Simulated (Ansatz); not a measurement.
# N_S in MgS (F-43m): charge-transition levels and formation energies, part 2 of 2

Aim: at which Fermi levels does N_S in MgS (F-43m) change its charge? The model is a cell of 32 host atoms with 1 S taken out and 1 N put in.

Ansatz; place-levels on PBEsol runs: charge-transition levels and formation energies with image-charge correction and potential alignment at the atomic sites.

So far. Step 7 (Levels against the band edges, PBEsol, k-mesh 1x1x1 …): Under PBEsol the gap is 3.32 eV, (0/−1) 0.47 eV; the stage before (PBEsol, at other k-points) gave a gap of 3.32 eV and levels within 0.10 eV of these.

### Step 8. Levels against the band edges, PBEsol, k-mesh 2x2x2 Gamma

The energy is taken again at a 2×2×2 Γ-centred mesh, on the same structure.

File qm1.s3/input.yaml:

```yaml
crystal:
  checkpoint: "../qm1.relax.run"
  host: checkpoint
total_charge: -1
basis:
  ecutwfc: 420
  xc_grid: 2
hamiltonian:
  xc: pbesol
kpoints:
  mp_grid: { grid: [2, 2, 2] }
scf:
  occupations: { method: fermi_dirac, width: 0.01 }
  max_iter: 100
output:
  forces: true
  eigenvalues: true
  charged_corrections:
    epsilon: 4.14
    static_epsilon: 6.69
    defect_position: [0.5, 0.5, 0.25]
checkpoint:
  read: "../qm1.relax.run"
  write: "../qm1.s3.run"
  compress: false
  write_wavefunctions: false
  write_every: 100000
```

Run time: 17 s. Hardware: 4 threads of Arm Neoverse V2, shared host; peak memory 2.5 GiB; 62 s of CPU time.

File levels.s3.yaml:

```yaml
host:
  run: host.s3.run
  levels_from: { run: edges.s3.run }
states: [qm1.s3.run, q0_M1.s3.run]
geometry_from:
  qm1.s3.run: qm1.relax.run
  q0_M1.s3.run: q0_M1.relax.run
chemical_potentials:
  S:
    energy: -884.879081
    dataset: "<sha256 of the dataset>"
  "N":
    energy: -378.471758
    dataset: "<sha256 of the dataset>"
```

Launch:

```console
ansatz place-levels levels.s3.yaml -- --threads 4 --pin off --max-ram 13189MiB
```

Numbers of over 12 decimals in the logs are rounded to 6 here.

The log of the run:

```text
(0/-1) 0.537 eV above the valence edge, 2.783 eV under the conduction edge
formation energy of charge 0: +3.882 eV with the Fermi level at the valence edge
formation energy of charge -1: +4.419 eV with the Fermi level at the valence edge
[...]
[... the lines on each state left out ...]
```

Wall time 0.1 s (4 threads).

Under PBEsol the gap is 3.32 eV, (0/−1) 0.54 eV; the stage before (PBEsol, at other k-points) gave a gap of 3.32 eV and levels within 0.07 eV of these.

### Step 9. Placing the levels, PBEsol, k-mesh 3x3x3 Gamma

The energy is taken again at a 3×3×3 Γ-centred mesh, on the same structure.

qm1.s4/input.yaml, as its differences from qm1.s3/input.yaml of step 8:

```diff
@@ -10,3 +10,3 @@
 kpoints:
-  mp_grid: { grid: [2, 2, 2] }
+  mp_grid: { grid: [3, 3, 3] }
 scf:
@@ -23,3 +23,3 @@
   read: "../qm1.relax.run"
-  write: "../qm1.s3.run"
+  write: "../qm1.s4.run"
   compress: false
```

It took 56 s on 4 threads; peak memory 2.9 GiB; 3.7 min of CPU time.

File levels.s4.yaml:

```yaml
host:
  run: host.s4.run
  levels_from: { run: edges.s4.run }
states: [qm1.s4.run, q0_M1.s4.run]
geometry_from:
  qm1.s4.run: qm1.relax.run
  q0_M1.s4.run: q0_M1.relax.run
chemical_potentials:
  S:
    energy: -884.879081
    dataset: "<sha256 of the dataset>"
  "N":
    energy: -378.471758
    dataset: "<sha256 of the dataset>"
```

Launch:

```console
ansatz place-levels levels.s4.yaml -- --threads 4 --pin off --max-ram 13189MiB
```

The log of the run:

```text
(0/-1) 0.528 eV above the valence edge, 2.793 eV under the conduction edge
formation energy of charge 0: +3.890 eV with the Fermi level at the valence edge
formation energy of charge -1: +4.418 eV with the Fermi level at the valence edge
[...]
[... the lines on each state left out ...]
```

Run time: 0.11 s. Hardware: 4 threads.

Under PBEsol the gap is 3.32 eV, (0/−1) 0.53 eV; the stage before (PBEsol, at other k-points) gave a gap of 3.32 eV and levels within 0.01 eV of these.

### Step 10. Side by side

Levels between neighbouring charges, in eV above each run's own valence top:

```csv
,gap (eV),(0/−1),CPU time a state at this stage (restarts are quicker than cold starts)
"PBEsol, 2×2×2 shifted mesh",3.32,0.51,2.2 min
k-mesh 1x1x1 Gamma,3.32,0.68,7.4 s
k-mesh 1x1x1 quarter point,3.32,0.57,33 s
k-mesh 1x1x1 zone corner,3.32,0.47,19 s
k-mesh 2x2x2 Gamma,3.32,0.54,1.8 min
k-mesh 3x3x3 Gamma,3.32,0.53,6.5 min
```

Cost of the single points in the series (mean over the states), on Arm Neoverse V2, shared host:

```csv
setting,threads,wall time,peak memory (GiB),SCF cycles,plane waves
k-mesh 1x1x1 Gamma,4,2.1 s,1.0,2,14171
k-mesh 1x1x1 quarter point,4,8.7 s,1.5,8,14171
k-mesh 1x1x1 zone corner,4,5.1 s,1.4,8,14171
k-mesh 2x2x2 Gamma,4,29 s,3.1,8,14171
k-mesh 3x3x3 Gamma,4,99 s,3.7,8,14171
```

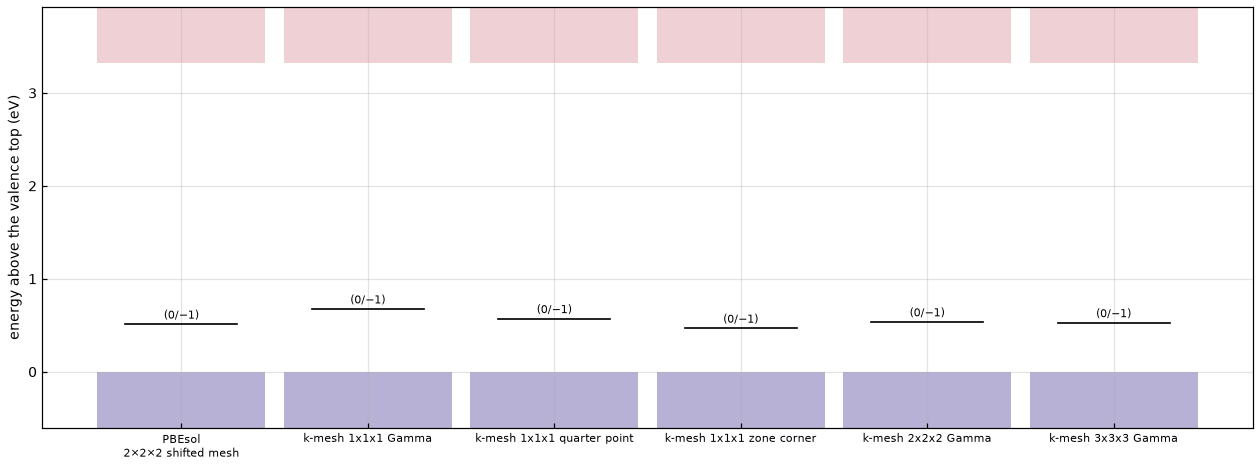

Levels between stable charges at each rung, each against its own band edges (shaded).

### Step 11. Summary of results

```yaml
gap_of_the_host: 3.32 eV (PBEsol)
level_0_minus_1: 0.51 eV above the valence top
lowest_of_the_charges_placed_just_above_the_valence_top_0p02_ev: 0
lowest_of_the_charges_placed_just_below_the_conduction_bottom_0p02_ev: −1
lowest_formation_energy_at_mid_gap_of_the_charges_run_mg_rich: -0.07 eV
lowest_formation_energy_at_mid_gap_of_the_charges_run_s_rich: 2.76 eV
```

What this shows: Of the charges placed (−1 and 0), the lowest changes at 0.51 eV (0/−1) above the valence top, in a gap of 3.32 eV. Charges above 0 and below −1 were not placed, so these runs say nothing of levels that involve them. States placed: 0 at 1 μB; −1 at 0 μB. Other spin states or structures, where not listed, weren't placed. Against the last setting (k-mesh 3x3x3 Gamma) the levels differ by up to 0.15 eV at k-mesh 1x1x1 Gamma, 0.04 eV at k-mesh 1x1x1 quarter point, 0.06 eV at k-mesh 1x1x1 zone corner, 0.01 eV at k-mesh 2x2x2 Gamma; coarse members of the series are not the defect's levels. N is taken at its element; compounds, which aren't counted here, bound the chemical potentials and would shift these formation energies. Going from the zone centre alone to a 2×2×2 shifted mesh moves the levels that carry no band-filling term by up to 0.16 eV and formation energies against the elements by up to 0.11 eV. The program doubts the alignment of potentials for at least one state, a sign that the cell is small. Limits: PBEsol makes the gap too small and tends to spread out bound carriers; where a gas molecule sets a chemical potential or the host's formation energy, its binding is uncorrected.

[Logs are printed without paths, hosts, clocks, repeated set-up lines and the standing remarks that a program may print on its own settings, such as how far it seeks lower states.]

[Hosts, paths, dates, database ids (printed as entryN), source tags and the programs' standing remarks are cut or masked in the printed files.]

[Where a table of states has a column of steps, it counts the stored structures, which are thinned; the runs took as many ionic steps or more.]

[A defect's name tells the site on which it was built; relaxed atoms can leave that site.]

[For some hosts the program warned that the k-mesh of the response run may be too coarse for force constants and the static dielectric constant; such warnings are not shown here.]
